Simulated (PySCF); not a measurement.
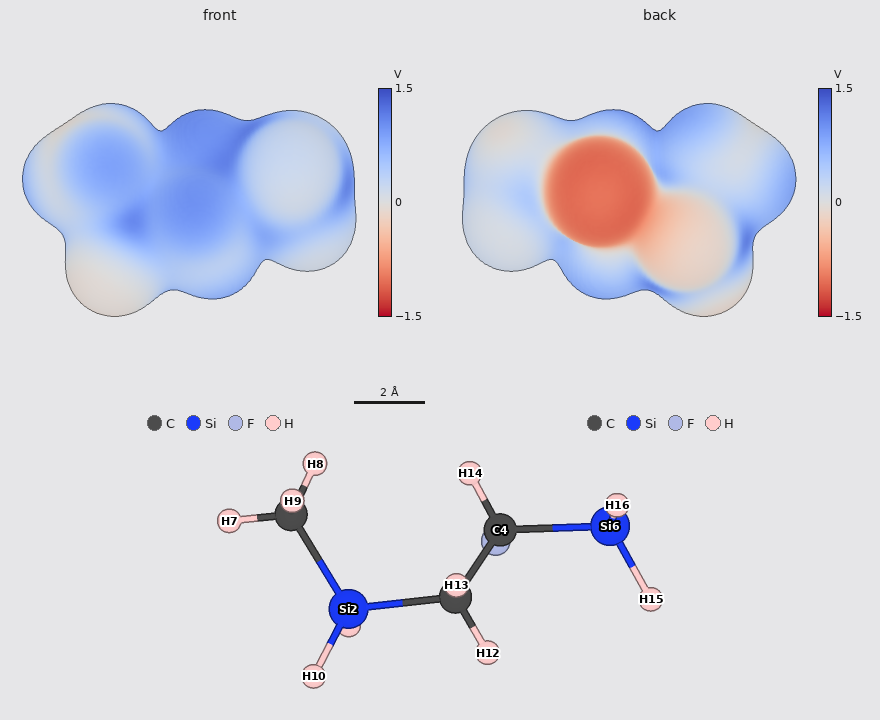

The picture shows: C3H10FSi2 (SMILES C[SiH2]C[C@H](F)[SiH2]) (doublet). The electrostatic potential painted on the density surface at 0.002 e/bohr³, seen from the front and from behind; red is negative and blue positive. The bare structure is drawn below in the same view.

Geometry: GFN2-xTB.

Computed with UKS B3LYP, pcH-1 on C F H Si, non-relativistic, mean-field spin-orbit, GIAO (PySCF 2.14.0, density-fitted response routines).

```yaml
atoms:
  - { symbol: C, position_ang: [2.3677, 0.2553, 0.5688] }
  - { symbol: Si, position_ang: [1.3013, -0.8540, -0.5433] }
  - { symbol: C, position_ang: [-0.4293, -0.0609, -0.7360] }
  - { symbol: C, position_ang: [-1.1842, 0.0611, 0.5817] }
  - { symbol: F, position_ang: [-1.2291, -1.1939, 1.1912] }
  - { symbol: Si, position_ang: [-2.9801, 0.6874, 0.3401] }
  - { symbol: H, position_ang: [3.3748, -0.1416, 0.6501] }
  - { symbol: H, position_ang: [1.9633, 0.3229, 1.5749] }
  - { symbol: H, position_ang: [2.4442, 1.2650, 0.1736] }
  - { symbol: H, position_ang: [1.8942, -0.9333, -1.8860] }
  - { symbol: H, position_ang: [1.1689, -2.1941, 0.0286] }
  - { symbol: H, position_ang: [-1.0218, -0.6588, -1.4300] }
  - { symbol: H, position_ang: [-0.3490, 0.9377, -1.1669] }
  - { symbol: H, position_ang: [-0.6164, 0.6916, 1.2768] }
  - { symbol: H, position_ang: [-3.7468, -0.2374, -0.4839] }
  - { symbol: H, position_ang: [-2.9652, 2.0619, -0.1509] }
```

### Where is the surface potential most negative and most positive?

The most negative region (about −1.1 V) lies over F5, the most positive (about +1.1 V) over Si2, C4 and Si6.
